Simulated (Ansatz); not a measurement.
Electronic density of states of amorphous Si₂₄O₅₁Y₂, density 2.45 g/cm³, on a 2×2×2 Γ-centred mesh with a Gaussian width of 0.1 eV; energies count from the Fermi level, whose place inside the gap is arbitrary. Cell and mesh are small, so fine structure isn't converged. Calculation: PBE, scalar-relativistic without spin-orbit coupling (plane waves to 420 eV, PAW; Ansatz, a quantum-chemistry and plane-wave program). Sampling: a 2×2×2 Γ-centred mesh; Fermi-Dirac width 0.02 eV; no spin polarisation. At PBE the levels at the filled edge of the gap are localised (band-tail or defect states), and the nearest spread-out levels lie 4.9 eV apart at the zone centre.

Preparation: random packing, a CHGNet melt and quench, and a DFT relaxation. O atoms were pushed apart under 1.9 Å during the dynamics, to hinder bonds among them. The hot cell started wider than the set density and was brought back towards it in steps. It is the lowest in DFT energy of 2 quenches. It is a model cell: composition and starting density were chosen by hand, and all elements were melted together. No dispersion term was used. Its density started from a set value of 2.38 and ended at 2.45 g/cm³. Cooling (nominally 400 K/ps over its main leg) ran many orders faster than in experiment, which tends to leave more defects and strain. One small periodic cell is one sample of the glass; other quenches scatter about these values. Volume and shape were free in the relaxation.

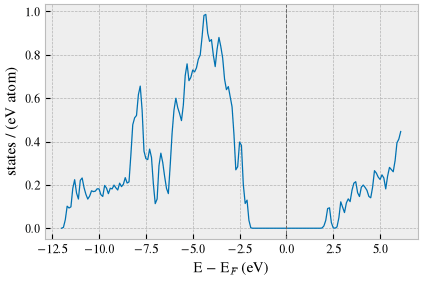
*Density of states per atom*

The level gap on this mesh is 4.20 eV; the broadening fills part of it in the curve.
